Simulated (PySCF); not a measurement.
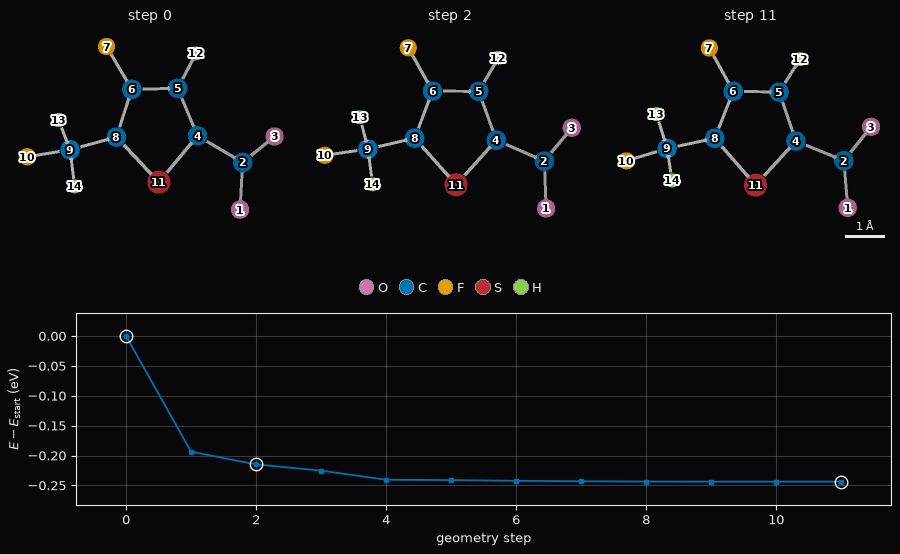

Frames of a relaxation of C₆H₃F₂O₂S (charge −1), marked on the history of the run. A ball-and-stick model, seen at a tilt.

The start comes from GFN2-xTB. Its atoms were then displaced at random by about 0.01 Å.

The calculation used PBE0-D3(BJ)/def2-SVP geometry optimisation, gas phase in PySCF 2.14.0, density-fitted response routines. 

### Describe the path.

After 11 geometry steps the energy has fallen by 0.244 eV. O1 moves most after the best rigid fit: 0.29 Å. By element the largest moves are O 0.29 Å, H 0.25 Å, C 0.15 Å, S 0.12 Å, F 0.11 Å. Some distances before and after: O1–S11 2.537 → 2.865 Å, C2–C4 1.509 → 1.538 Å, C2–O3 1.214 → 1.239 Å, C4–S11 1.742 → 1.722 Å. Bond angles that change, for instance: C2–C4–C5 141.8° → 130.0°, C2–C4–S11 107.7° → 118.1°, C8–C9–H13 114.1° → 109.0°. From step 0 to 2: O3 moves most (0.24 Å), energy −0.215 eV. From step 2 to 11: H13 moves most (0.17 Å), energy −0.029 eV.

```json
{"step": "0", "E − E(0), eV": "0.0000"}
{"step": "1", "E − E(0), eV": "-0.1936"}
{"step": "2", "E − E(0), eV": "-0.2148"}
{"step": "3", "E − E(0), eV": "-0.2252"}
{"step": "4", "E − E(0), eV": "-0.2405"}
{"step": "5", "E − E(0), eV": "-0.2410"}
{"step": "6", "E − E(0), eV": "-0.2423"}
{"step": "7", "E − E(0), eV": "-0.2430"}
{"step": "8", "E − E(0), eV": "-0.2436"}
{"step": "9", "E − E(0), eV": "-0.2437"}
{"step": "10", "E − E(0), eV": "-0.2437"}
{"step": "11", "E − E(0), eV": "-0.2437"}
```

Limits of the set-up: the basis has no diffuse functions, which an anion needs.
